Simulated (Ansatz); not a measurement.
# [PO3]− (metaphosphate (po31-) (8ci,9ci)) at PBE0/STO-3G

Aim: the vertical ionisation energy of [PO3]− (metaphosphate (po31-) (8ci,9ci)) at PBE0/STO-3G, from 2 runs. 

The calculation is run with Ansatz 0.2.0.

10 further runs of the same task are left out: 9 that didn't finish, 1 set aside as unsound or not needed.

## Step 1: The molecule

[PO3]−: 4 atoms, total charge -1, spin state singlet. SMILES: `O=P(=O)[O-]`. The shape is that of a GFN2-xTB optimisation.

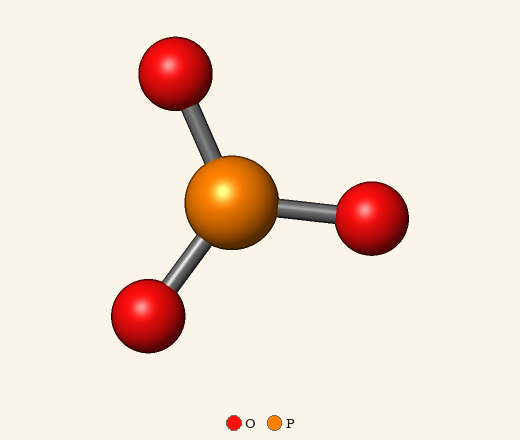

The structure, seen from a chosen angle (oxygen red, phosphorus orange).

## Step 2: The energy at PBE0/STO-3G

Contents of molecule.yaml:

```yaml
crystal:
  periodic: [false, false, false]
  atoms:
    - {symbol: O, position_ang: [0.579960, -0.419440, -1.297400]}
    - {symbol: P, position_ang: [0.000330, 0.000460, -0.000130]}
    - {symbol: O, position_ang: [-1.057020, 1.037780, 0.038020]}
    - {symbol: O, position_ang: [0.476740, -0.618790, 1.259510]}
basis:
  gaussian:
    orbitals: STO-3G
accuracy: high
hamiltonian:
  xc: pbe0
total_charge: -1
```

Launch:

```bash
$ ansatz run molecule.yaml --threads 1 --pin off --max-ram 2610MiB --events-out events.jsonl --progress --plain --runs-dir runs
```

Output:

```text
Warning: RAYON_NUM_THREADS=1 ignored (pool sized by the plan → 1); use --threads N
Functional definition: PBE0
  name "PBE0"
  parameter a = 0.25
  parameter kappa = 0.804
  parameter beta = 0.06672455060314922
  exchange = (1 - a)*pbe_x(kappa = kappa, mu = beta*pi^2/3) + a*exact_x
  correlation = pbe_c(beta = beta)
463 factors; integrals over basis functions are off by at most 2.3e-8 eV
mean field evaluation 1: about -15215.0587 eV, gradient 4.5e1 eV
mean field evaluation 2: about -15217.0231 eV, gradient 3.9e1 eV
mean field evaluation 4: about -15222.2648 eV, gradient 4.6e-1 eV
mean field evaluation 8: about -15222.2969 eV, gradient 2.1e-3 eV
mean field evaluation 16: about -15222.2969 eV, gradient 5.5e-8 eV
mean field -15222.29688983 eV, -559.4090926577 hartree, gradient 5.4e-8 eV, S^2 0.000000; 0 other end points of the search recorded, 0 dependent functions left out
reference -15222.29689061 eV, -559.4090926864 hartree; 20, 20 occupied and 4, 4 virtual orbitals, 463 factors
Total energy: -15222.29689061 eV, -559.4090926864 hartree
```

Run time: 1.3 s. Hardware: 1 thread of Arm Neoverse V1, shared host; peak memory 0.097 GiB.

## Step 3: Doublet neutral PO3, same level

Contents of run.yaml:

```yaml
crystal:
  periodic: [false, false, false]
  atoms:
    - symbol: O
      position_ang: [0.579960, -0.419440, -1.297400]
    - symbol: P
      position_ang: [0.000330, 0.000460, -0.000130]
    - symbol: O
      position_ang: [-1.057020, 1.037780, 0.038020]
    - symbol: O
      position_ang: [0.476740, -0.618790, 1.259510]
basis:
  gaussian:
    orbitals: STO-3G
magnetization:
  spin_polarized: true
  initial_magnetization: 1
hamiltonian:
  xc: pbe0
accuracy: high
```

Launch:

```bash
$ ansatz run run.yaml --threads 1 --pin off --max-ram 2610MiB --events-out events.jsonl --progress --plain --runs-dir runs
```

Output, cut to the lines that bear on the results:

```text
Warning: RAYON_NUM_THREADS=1 ignored (pool sized by the plan → 1); use --threads N
[... 7 set-up lines as earlier in the session ...]
463 factors; integrals over basis functions are off by at most 2.3e-8 eV
mean field evaluation 1: about -15217.1395 eV, gradient 3.0e1 eV
mean field evaluation 2: about -15218.3610 eV, gradient 2.8e1 eV
mean field evaluation 4: about -15223.7736 eV, gradient 1.7e0 eV
mean field evaluation 8: about -15223.8179 eV, gradient 8.1e-2 eV
mean field evaluation 16: about -15223.8179 eV, gradient 1.0e-4 eV
mean field evaluation 32: about -15223.8179 eV, gradient 7.3e-7 eV
mean field evaluation 64: about -15223.7379 eV, gradient 3.0e0 eV
mean field -15223.81790569 eV, -559.4649889597 hartree, gradient 8.0e-8 eV, S^2 0.754992; 6 other end points of the search recorded, 0 dependent functions left out
reference -15223.81790647 eV, -559.4649889883 hartree; 20, 19 occupied and 4, 5 virtual orbitals, 463 factors
Total energy: -15223.81790647 eV, -559.4649889883 hartree
```

Wall time 5.4 s (1 thread of Arm Neoverse V1, shared host); peak memory 0.14 GiB.

## Step 4: Summary of results

Level: PBE0/STO-3G.

```
                                           quantity          value
                       singlet [PO3]−: total energy  -559.40909 Eh
                  doublet neutral PO3: total energy  -559.46499 Eh
                          doublet neutral PO3: ⟨S²⟩          0.755
vertical detachment energy (to the doublet neutral)      -1.521 eV
```

**Reading.** The species is unbound against losing an electron at this level, by 1.52 eV (−35 kcal/mol); missing correlation or diffuse functions can give that sign where the real anion is bound. In a minimal basis such a difference can be off by several eV, whatever the method.
